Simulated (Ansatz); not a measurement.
## Fields on a plane of C (graphite type, space group P6_3/mmc)

```
C
1.0
    2.46498     0.00000     0.00000
   -1.23249     2.13473     0.00000
    0.00000     0.00000     6.72886
C
4
Cartesian
  0.00000   0.00000   1.68222
  0.00000   0.00000   5.04665
  0.00000   1.42316   1.68222
  1.23249   0.71158   5.04665
```

The slice is a (0001) plane (indices of the conventional cell) through the point (0.000, 0.000, 0.750) (fractional), spanned by u = [110] and v = [1 -1 0] in vectors of this cell: u (2.46 Å) and v (4.27 Å, at 90° to u). It covers one period; positions are fractions (u, v).

Atoms on it: C at (0.00, 0.00); C at (0.50, 0.50); C at (0.00, 0.67); C at (0.50, 0.17).

Level of theory: PBE-D3(BJ) (plane waves to 420 eV, PAW, scalar-relativistic; Ansatz, a first-principles code). k mesh 15×15×5. Near the nuclei the fields are pseudised (PAW); where an atom keeps semicore shells as valence, they peak there. C was relaxed with its symmetry unable to fall. The PAW data are Ansatz's earlier set.

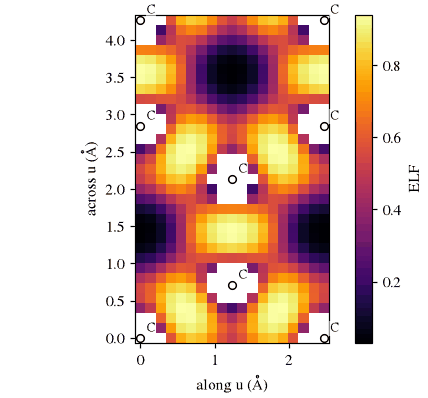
Figure: Electron localisation function (ELF), one period of the plane, atoms marked. Points within 0.3 Å of a nucleus are left white, as the pseudised field means little there.

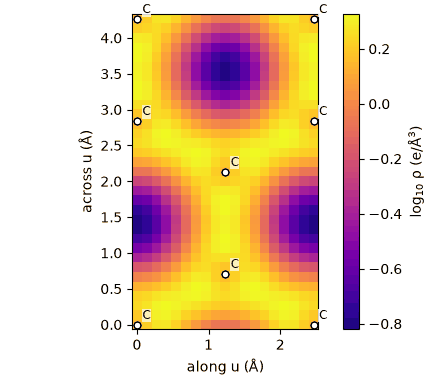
Figure: Log₁₀ of the valence density in e/Å³, one period of the plane, atoms marked. The scale is logarithmic, as a density can span decades between atoms and voids.

The density on the C–C line (1.42 Å) at its midpoint is 2.03 e/Å³ and the ELF at that point is 0.9. ELF maximum in the middle third of the C–C line: 0.94, 0.7 Å from C.
